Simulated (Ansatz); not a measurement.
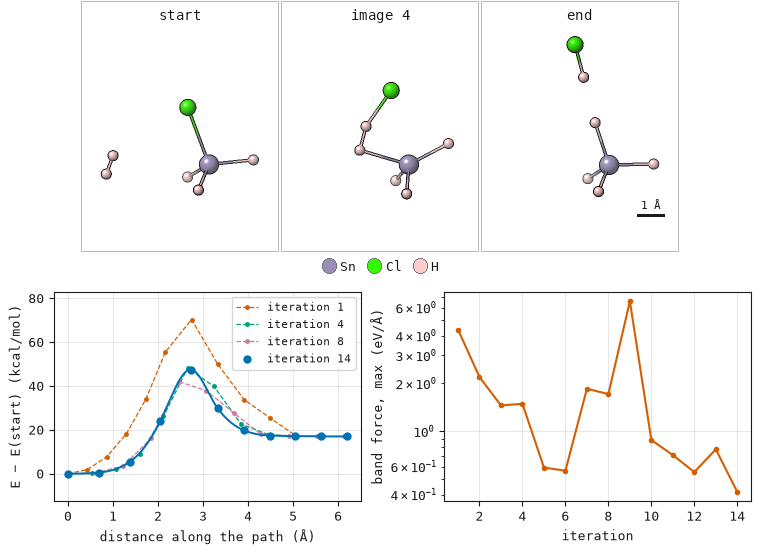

A nudged-elastic-band calculation for SnH5Cl, made up at the start of SnH$_{3}$Cl and H2. Images are numbered from 0 (start) to 10 (end). The plot follows the band through its iterations. The picture is a ball-and-stick view, seen at a tilt.

The calculation used RKS PBE0/def2-mTZVP (Ansatz). Run with 9 movable images; climbing image; force threshold 0.5 eV/Å; iteration limit 60; starting path through a guess of the saddle point.

> Judge this run.

The run met only a loose threshold, so the barrier can't be trusted yet. The band converged in 14 iterations. The largest component of the band force went from 4.4 to 0.42 eV/Å. The climbing image converged on the top of the path. Its curvatures weren't checked. The force threshold is so loose that the height of the top is at best an upper bound. The first iteration put the highest image at 70.4 kcal/mol. The energy climbs by 47.5 kcal/mol to image 4 and then falls by 30.6 kcal/mol, so the end point sits at +17.0 kcal/mol.

Limits of the set-up: the start holds two separate molecules, 3.4 Å apart at their closest, whose relative position is a soft coordinate and is computed without a dispersion correction.

The run took 6.3 min on 1 thread of Arm Neoverse V1 (shared host), peak memory 0.15 GiB.
